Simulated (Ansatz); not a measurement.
# Leakage through LiH between V(100) and V(100): one more thickness

The current through thinner LiH barriers is known. What leaks through 4 layers at 0.25 V?

How it was computed: Ansatz 0.2.0, plane waves with PAW datasets, PBE; a slab with two metal leads whose outer parts are reservoirs, with density and current solved under bias (Landauer, 300 K). The LiH is strained to the lead's lattice, the interfaces are relaxed in a short slab (PBE+D3(BJ)), and bulk layers are laid on.

Results; the value marked ? is to be predicted:

```
layers of LiH  cell length (Å)  drop between the leads' cuts at 0.25 V (V)  current density at 0.25 V (A/m²)
            1            61.03                                       0.205                         9.66×10¹³
            2            62.96                                       0.241                         1.67×10¹³
            3            64.88                                       0.248                         2.39×10¹²
            4            66.78                                       0.249                                 ?
```

Worked fit:

Deep in a barrier the current should fall by a fixed factor for each layer; the steps shown give 5.8 and 7.0 per layer. A straight line through ln J for 2 and 3 layers has the slope −1.946 per layer, a factor of 7.0; with about 1.92 Å per layer that is β = 1.0 Å⁻¹. Then J = exp(34.340 − 1.946 × 4). Predicted: 3.42×10¹¹ A/m².

Check against the run:

4.86×10¹¹ A/m², so the prediction is 30 % too low. From 3 to 4 layers the current falls by 4.9 per layer, against the fitted 7.0.

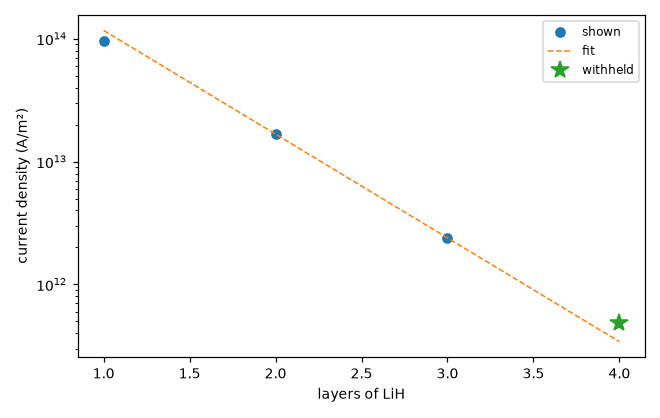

Current density against thickness.

**Limits.** On every other k-point the currents of these runs, at any bias, move by up to 27 %. A semilocal functional makes the barrier's gap too small; each thickness has its own relaxed interfaces.

[Logs are printed without paths, hosts, clocks, repeated set-up lines and the standing remarks that a program may print on its own settings, such as how far it seeks lower states.]
